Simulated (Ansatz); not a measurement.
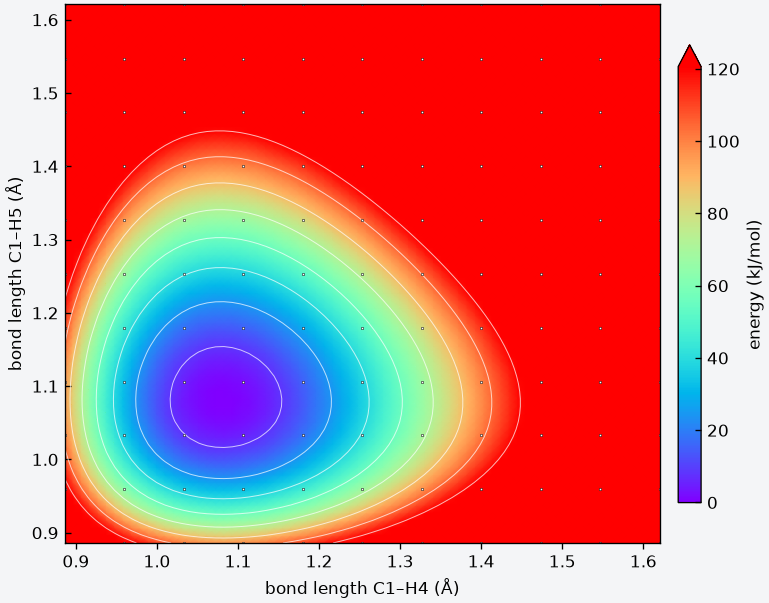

CH₄FSi, SMILES [CH2-][SiH2]F, charge −1. 
- The first coordinate is: bond length C1–H4; the second: bond length C1–H5.
- Nothing is relaxed (all other coordinates rigid).
- The scan uses an 11 × 11 grid.
- Points are written as (first, second).
- Energies: kJ/mol, counted from the relaxed molecule at the same level.
- The reference is spin-restricted, which grows unreliable where a bond is stretched far.
- Method: RKS BHLYP-D4/def2-TZVPD in Ansatz 0.2.0.

The picture shows a smooth colour map with a few white contour lines, dots at the grid points, one colour for all values above the top of the scale. Between grid points the surface is interpolated.

Estimate the position of the minimum and the force constants in these coordinates.

Answer. The interpolated minimum is at bond length C1–H4 ≈ 1.080 Å, bond length C1–H5 ≈ 1.080 Å. The curvatures there are about 35 eV/Å² and 35 eV/Å², with a cross term of about 0 eV/Å². Round the minimum the contours are nearly round: the two directions are equally stiff and uncoupled. (1 eV is 96.5 kJ/mol.)
